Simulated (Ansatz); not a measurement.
# Geometry relaxation, with input and output: C3H6AlClF2 (part 2 of 2)

C3H6AlClF2; UKS BLYP/STO-3G (Ansatz 0.2.0). It belongs to a series of runs on one base structure; here: start relaxed.

Geometry of the input (Å):
```
C  -1.7151  0.4031  -0.7117
C  -0.7118  -0.1208  0.2261
F  -0.8540  0.5293  1.4332
Cl -0.9538  -1.8514  0.4616
C  0.7029  0.0925  -0.3663
Al 2.1903  -0.4017  0.9001
F  3.9320  -0.2127  0.3947
H  -2.7401  0.3065  -0.3080
H  -1.6069  1.5565  -0.8219
H  -1.7040  -0.0529  -1.6897
H  0.8397  1.1761  -0.5606
H  0.8418  -0.4742  -1.2705
H  1.7994  -0.9851  2.3277
```

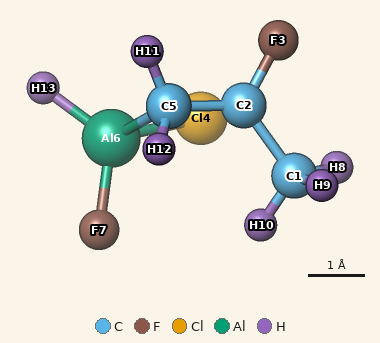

Figure 1. The geometry at step 22 of the log (ball-and-stick view, seen at a tilt; atoms are numbered from 1 in the order of the input).

### Trajectory as extended XYZ, continued
```
13
Properties=species:S:1:pos:R:3:forces:R:3 step=6 energy=-27424.83436
C    -1.8171    0.4363   -0.7547    0.0279  -0.0591   0.0322
C    -0.6546   -0.0162    0.2338   -0.0003  -0.0108  -0.0558
F    -0.8467    0.5463    1.4960    0.0104   0.0023   0.0004
Cl   -0.8391   -1.9797    0.4293    0.0395   0.0446   0.0087
C     0.8196    0.2071   -0.2908    0.0249  -0.0178  -0.0353
Al    2.1778   -0.4748    0.9328   -0.0979   0.0109   0.0962
F     3.6970   -0.5853    0.3208   -0.0335  -0.0434  -0.0116
H    -2.8079    0.1966   -0.3198   -0.0108  -0.0019  -0.0014
H    -1.7464    1.5323   -0.9198    0.0045  -0.0033  -0.0034
H    -1.7068   -0.0858   -1.7253   -0.0046   0.0030   0.0105
H     0.9249    1.2954   -0.5040    0.0242  -0.0121   0.0457
H     0.8872   -0.3074   -1.2729   -0.0093   0.0557   0.0058
H     1.9326   -0.7995    2.3892    0.0251   0.0321  -0.0922
13
Properties=species:S:1:pos:R:3:forces:R:3 step=8 energy=-27424.88180
C    -1.8203    0.3894   -0.7677    0.1345   0.0273   0.1094
C    -0.6345    0.0312    0.2372   -0.1322  -0.1905  -0.2440
F    -0.8734    0.5776    1.4910   -0.0256   0.0829   0.1175
Cl   -0.6707   -1.9604    0.4559    0.1090   0.1433   0.0102
C     0.8288    0.3120   -0.2719    0.1520   0.0767  -0.0569
Al    2.1341   -0.5334    0.9184    0.1160  -0.0445  -0.0028
F     3.5951   -0.9027    0.2345   -0.4542   0.0226   0.2040
H    -2.8009    0.1264   -0.3238   -0.0128  -0.0161   0.0092
H    -1.7920    1.4824   -0.9732   -0.0192  -0.0616   0.0094
H    -1.6846   -0.1606   -1.7182   -0.0006  -0.0280  -0.0111
H     0.9328    1.4176   -0.3873    0.0379  -0.1188   0.0793
H     0.8941   -0.1175   -1.2957   -0.0007   0.0742   0.0696
H     1.9117   -0.6968    2.4155    0.0958   0.0325  -0.2938
13
Properties=species:S:1:pos:R:3:forces:R:3 step=10 energy=-27425.01172
C    -1.8155    0.3352   -0.7775    0.1249  -0.0056   0.1225
C    -0.6084    0.0842    0.2319   -0.0650   0.0760  -0.1913
F    -0.8945    0.6189    1.4810   -0.0339   0.0254   0.0059
Cl   -0.4486   -1.9131    0.4893    0.2091   0.0231   0.0480
C     0.8444    0.4313   -0.2574    0.1885   0.1539  -0.0003
Al    2.0591   -0.5893    0.8974    0.0209  -0.3160  -0.0014
F     3.4012   -1.2380    0.1652   -0.5745   0.1742   0.2854
H    -2.7793    0.0350   -0.3202   -0.0105  -0.0295   0.0078
H    -1.8476    1.4221   -1.0157   -0.0068  -0.0850   0.0088
H    -1.6521   -0.2360   -1.7113    0.0057  -0.0235  -0.0068
H     0.9474    1.5415   -0.2749    0.0194  -0.1173   0.0711
H     0.9176    0.0810   -1.3093   -0.0171   0.0790   0.0441
H     1.8967   -0.6075    2.4163    0.1392   0.0454  -0.3938
13
Properties=species:S:1:pos:R:3:forces:R:3 step=13 energy=-27425.26464
C    -1.7881    0.2275   -0.8058    0.1061   0.0977  -0.0191
C    -0.5666    0.2433    0.1965    0.1025   0.2139   0.0946
F    -0.9644    0.7500    1.4186    0.0870   0.1617  -0.0362
Cl   -0.2374   -1.8077    0.6168   -0.1977  -0.4709  -0.0002
C     0.8971    0.6144   -0.2119   -0.2925   0.0094  -0.1608
Al    1.8794   -0.7421    0.8444    0.2992   0.1190   0.2291
F     3.0066   -1.6386    0.0413   -0.0945   0.0398  -0.0088
H    -2.6782   -0.1865   -0.2872   -0.0264   0.0405  -0.1279
H    -1.9838    1.2832   -1.1083   -0.0585  -0.1505  -0.0126
H    -1.5550   -0.3755   -1.7055    0.0148   0.0023   0.0358
H     1.0600    1.7004   -0.0230    0.0046  -0.1856   0.0900
H     0.9743    0.4358   -1.3085    0.0192   0.0974   0.1631
H     1.9764   -0.5391    2.3474    0.0360   0.0250  -0.2471
13
Properties=species:S:1:pos:R:3:forces:R:3 step=15 energy=-27425.34225
C    -1.7322    0.1700   -0.8559   -0.0169   0.0098  -0.0383
C    -0.6184    0.3231    0.2374    0.1651  -0.4208   0.4010
F    -1.0885    0.9077    1.3934    0.0415   0.0507  -0.1393
Cl   -0.3012   -1.7834    0.9116    0.0307   0.1539  -0.1191
C     0.8335    0.6403   -0.1296    0.0078   0.3808  -0.0136
Al    1.8755   -0.7621    0.7814   -0.2096  -0.5203   0.2146
F     2.7972   -1.7102   -0.2074   -0.0600   0.0988   0.0494
H    -2.6692   -0.2384   -0.4281    0.0156  -0.0532   0.0160
H    -1.9287    1.1893   -1.2497   -0.0948   0.0538  -0.1501
H    -1.3727   -0.4759   -1.6804   -0.0150  -0.0199   0.0237
H     1.0740    1.6586    0.2308    0.0415   0.1100  -0.0024
H     0.9352    0.6031   -1.2277   -0.0098   0.0730  -0.1308
H     2.2158   -0.5569    2.2389    0.1039   0.0835  -0.1111
13
Properties=species:S:1:pos:R:3:forces:R:3 step=17 energy=-27425.41254
C    -1.6611    0.0860   -0.8853    0.1645   0.1298  -0.1500
C    -0.6251    0.4198    0.2619   -0.1012   0.1017  -0.1610
F    -1.1875    1.0509    1.3463    0.0132  -0.1097  -0.0830
Cl   -0.3508   -1.7058    1.1046   -0.0243  -0.0023   0.0623
C     0.8210    0.7470   -0.0476   -0.0039   0.3936   0.0496
Al    1.7647   -0.8453    0.7292    0.3509  -0.1472   0.1013
F     2.4818   -1.8165   -0.4106   -0.1568   0.2197   0.2094
H    -2.5982   -0.3399   -0.4744    0.0292  -0.0290   0.0568
H    -1.9018    1.0389   -1.4213    0.0636  -0.2069   0.0745
H    -1.2058   -0.6325   -1.6054   -0.1016   0.1719   0.1762
H     1.1186    1.6898    0.4797   -0.1145  -0.4028  -0.2074
H     0.9480    0.8605   -1.1463    0.0212  -0.0381   0.2004
H     2.4167   -0.5878    2.0839   -0.1403  -0.0808  -0.3291
13
Properties=species:S:1:pos:R:3:forces:R:3 step=19 energy=-27425.43839
C    -1.6222    0.0568   -0.8925   -0.0217   0.0407  -0.1377
C    -0.6342    0.4934    0.2422    0.0605  -0.0669   0.1185
F    -1.2455    1.0993    1.3100    0.0384   0.0123  -0.0402
Cl   -0.3771   -1.6698    1.1823    0.1070  -0.0198   0.0770
C     0.8114    0.7972   -0.0099   -0.0794   0.1362  -0.0466
Al    1.7216   -0.8583    0.7089   -0.0378  -0.2099   0.0005
F     2.3329   -1.8081   -0.5016   -0.0486   0.1275   0.0697
H    -2.5419   -0.3829   -0.4559    0.0055   0.0309  -0.0310
H    -1.8910    0.9535   -1.4993    0.0107  -0.0787   0.0211
H    -1.1289   -0.6923   -1.5449   -0.0375   0.0630   0.0052
H     1.1288    1.6877    0.5675    0.0051  -0.0357  -0.0058
H     0.9914    0.9416   -1.0926    0.0136  -0.0268   0.0271
H     2.4752   -0.6530    2.0005   -0.0158   0.0273  -0.0579
13
Properties=species:S:1:pos:R:3:forces:R:3 step=22 energy=-27425.48590
C    -1.5114    0.0017   -0.9409    0.0757   0.1335  -0.1049
C    -0.6545    0.6790    0.1894   -0.3090   0.2560  -0.1948
F    -1.3834    1.1770    1.2390    0.2827  -0.2620  -0.1738
Cl   -0.3470   -1.7093    1.5591    0.1339  -0.0513   0.0273
C     0.7679    0.9193    0.0914   -0.1830   0.2446  -0.2660
Al    1.5184   -0.9443    0.7038    0.6938  -0.5434  -0.2663
F     1.8484   -1.7404   -0.7464   -0.2451   0.4704   0.7712
H    -2.4155   -0.4619   -0.4930   -0.0111   0.0855  -0.0442
H    -1.8208    0.7729   -1.7004    0.1412  -0.3008   0.3197
H    -0.9182   -0.7959   -1.4471   -0.0330   0.2346   0.0836
H     1.1569    1.6684    0.8032   -0.0164   0.0305   0.0576
H     1.1173    1.0915   -0.9495   -0.0099  -0.2254   0.1843
H     2.6624   -0.6928    1.7061   -0.5198  -0.0722  -0.3936
13
Properties=species:S:1:pos:R:3:forces:R:3 step=24 energy=-27425.57434
C    -1.4745    0.0329   -0.9664   -0.1871   0.0914  -0.7129
C    -0.6683    0.8085    0.1023   -0.5587  -0.0443   1.1746
F    -1.3918    1.1127    1.2494    0.5390  -0.0892  -0.8319
Cl   -0.2668   -1.8989    1.7604    0.3604   0.1932  -0.0874
C     0.7383    0.9796    0.0896    0.3806   0.3838  -0.6446
Al    1.4401   -1.0092    0.7673    0.2305  -0.4504  -0.6138
F     1.6165   -1.6768   -0.7765   -0.1481   0.4357   0.9384
H    -2.3467   -0.4774   -0.4986    0.0972   0.1363  -0.0322
H    -1.8428    0.7469   -1.7599    0.1779  -0.4427   0.3633
H    -0.8164   -0.7396   -1.4399   -0.1172   0.2517   0.0694
H     1.1612    1.7174    0.8057   -0.0656  -0.2675  -0.0458
H     1.2048    1.0221   -0.9336   -0.2760  -0.1019   0.6553
H     2.6667   -0.6530    1.6148   -0.4329  -0.0961  -0.2323
13
Properties=species:S:1:pos:R:3:forces:R:3 step=26 energy=-27425.66699
C    -1.4577    0.0484   -1.0284   -0.0416  -0.0733   0.1239
C    -0.6976    0.7562    0.1284    0.0286   0.1573  -0.0326
F    -1.4403    1.0772    1.2279   -0.0621  -0.0777  -0.0001
Cl   -0.1149   -1.7857    1.9849    0.0514  -0.0796   0.1013
C     0.7020    0.9447    0.1374   -0.0028   0.1920  -0.0017
Al    1.4690   -1.0275    0.7641   -0.1912  -0.0243  -0.2689
F     1.4116   -1.6699   -0.7690    0.0371  -0.0201   0.1874
H    -2.3595   -0.4631   -0.6293    0.0660  -0.0270  -0.0583
H    -1.7728    0.7807   -1.7986   -0.0201   0.1238  -0.0605
H    -0.7698   -0.6873   -1.4984    0.0263  -0.1133   0.0328
H     1.1167    1.6232    0.9060    0.0007  -0.0340  -0.0664
H     1.1876    0.9805   -0.8533    0.0374   0.0600   0.0259
H     2.7461   -0.6122    1.4430    0.0702  -0.0839   0.0172
13
Properties=species:S:1:pos:R:3:forces:R:3 step=29 energy=-27425.86286
C    -1.3329    0.0083   -1.0634   -0.3077   0.3096   0.0112
C    -0.7246    0.8036    0.1284   -0.3944  -0.2568  -0.1771
F    -1.5502    1.0074    1.1979    0.0367   0.0208   0.0105
Cl    0.0682   -1.6844    2.2706    0.1208   0.0640  -0.1635
C     0.6555    1.0618    0.2250    0.3238  -0.1220   0.3826
Al    1.3511   -1.0285    0.6812    0.0419   0.0660  -0.1004
F     0.8989   -1.6910   -0.7970   -0.0945   0.2732   0.1717
H    -2.2648   -0.5064   -0.7459    0.0534   0.0828   0.0015
H    -1.5658    0.6831   -1.9141    0.0656  -0.0016  -0.0191
H    -0.5604   -0.7487   -1.3723    0.5459  -0.4091   0.3118
H     1.0200    1.6826    1.0653   -0.0353  -0.0049  -0.1085
H     1.2156    1.1497   -0.7188    0.0359   0.0687  -0.1149
H     2.8098   -0.7723    1.0579   -0.3921  -0.0906  -0.2059
13
Properties=species:S:1:pos:R:3:forces:R:3 step=31 energy=-27426.04558
C    -1.2612   -0.0359   -1.0454   -0.9878   0.8936  -0.0602
C    -0.7528    0.8124    0.1356   -0.6285  -0.2480  -0.5143
F    -1.6127    0.9992    1.1821    0.1210  -0.0277   0.0418
Cl    0.1669   -1.6528    2.2931   -0.0601  -0.1061   0.0312
C     0.6351    1.0815    0.2922    0.5804  -0.2361   0.2337
Al    1.2749   -0.9751    0.6149    0.3555   0.6364   0.2230
F     0.6505   -1.6085   -0.8302    0.8493  -0.8672   0.0797
H    -2.2781   -0.4321   -0.8158    0.1973   0.1885  -0.1200
H    -1.2918    0.5563   -1.9997    0.1577  -0.3211   0.4404
H    -0.4519   -0.8972   -1.1015   -0.1651   0.1183  -0.1648
H     0.9596    1.7045    1.1438   -0.0523   0.0701  -0.0357
H     1.2058    1.2408   -0.6432   -0.1074   0.0635   0.0351
H     2.7762   -0.8279    0.7889   -0.2601  -0.1644  -0.1898
13
Properties=species:S:1:pos:R:3:forces:R:3 step=33 energy=-27426.18328
C    -1.2705    0.0004   -1.0776   -0.2028   0.0937   0.0785
C    -0.7879    0.7957    0.1289   -0.2075   0.0447  -0.1651
F    -1.6506    0.9725    1.1722   -0.0317  -0.1105  -0.0288
Cl    0.3507   -1.6240    2.4112    0.0364   0.0351  -0.0683
C     0.6213    1.0317    0.3447    0.0014   0.2868  -0.1254
Al    1.2841   -0.9229    0.6229    0.4691  -0.2562   0.1394
F     0.5934   -1.7460   -0.7092   -0.1736   0.1434  -0.0328
H    -2.3373   -0.2918   -0.9813    0.1073   0.0784  -0.0247
H    -1.1005    0.5528   -2.0274    0.0556  -0.0834   0.0994
H    -0.5258   -0.9490   -1.0611    0.1623  -0.0715   0.0806
H     0.8810    1.6817    1.2009   -0.0091  -0.0680  -0.0008
H     1.1644    1.2986   -0.5832    0.0090  -0.0226   0.0290
H     2.7981   -0.8346    0.5736   -0.2163  -0.0700   0.0190
13
Properties=species:S:1:pos:R:3:forces:R:3 step=36 energy=-27426.21458
C    -1.2702    0.0214   -1.0944    0.0248  -0.0043   0.0153
C    -0.8182    0.7989    0.1146   -0.0198  -0.0231  -0.0009
F    -1.6935    0.9122    1.1577    0.0117   0.0040  -0.0121
Cl    0.4871   -1.5840    2.4743    0.0314   0.0061  -0.0243
C     0.5959    1.0365    0.3576    0.0152  -0.0118   0.0232
Al    1.3113   -0.9196    0.6241   -0.0632   0.0321  -0.0078
F     0.4998   -1.7601   -0.6402    0.0126  -0.0012   0.0191
H    -2.3534   -0.1998   -1.0877   -0.0056  -0.0161   0.0030
H    -0.9645    0.5137   -2.0385    0.0023   0.0071  -0.0130
H    -0.5522   -0.9750   -0.9892   -0.0213   0.0185  -0.0095
H     0.8289    1.6607    1.2392    0.0005   0.0012   0.0025
H     1.1437    1.3511   -0.5510    0.0101   0.0047  -0.0055
H     2.8059   -0.8909    0.4482    0.0011  -0.0173   0.0100
13
Properties=species:S:1:pos:R:3:forces:R:3 step=38 energy=-27426.21514
C    -1.2689    0.0230   -1.0979    0.0027  -0.0005  -0.0070
C    -0.8198    0.7986    0.1123    0.0030   0.0104   0.0031
F    -1.6981    0.9134    1.1523    0.0016  -0.0015  -0.0010
Cl    0.5097   -1.5806    2.4826    0.0030   0.0010  -0.0042
C     0.5945    1.0363    0.3615   -0.0088   0.0004  -0.0050
Al    1.3079   -0.9165    0.6225    0.0017  -0.0105   0.0057
F     0.4903   -1.7640   -0.6330    0.0022   0.0010   0.0043
H    -2.3521   -0.1990   -1.0950    0.0014   0.0013   0.0019
H    -0.9584    0.5140   -2.0417   -0.0031  -0.0016   0.0024
H    -0.5550   -0.9754   -0.9898    0.0018  -0.0006  -0.0010
H     0.8227    1.6581    1.2461   -0.0016   0.0007   0.0006
H     1.1456    1.3559   -0.5438   -0.0005   0.0006   0.0024
H     2.8019   -0.8987    0.4386   -0.0034  -0.0005  -0.0022
```

### Results in brief

- outcome: converged
- total energy: −27426.2154 eV
- mean-field energy: −27426.2154 eV
- largest force (length of the vector) at the end: 0.012 eV/Å
- hardware: 1 thread of Arm Neoverse V2, 24 GiB of memory available, shared host
- wall time: 3.1 min
- peak memory: 0.18 GiB
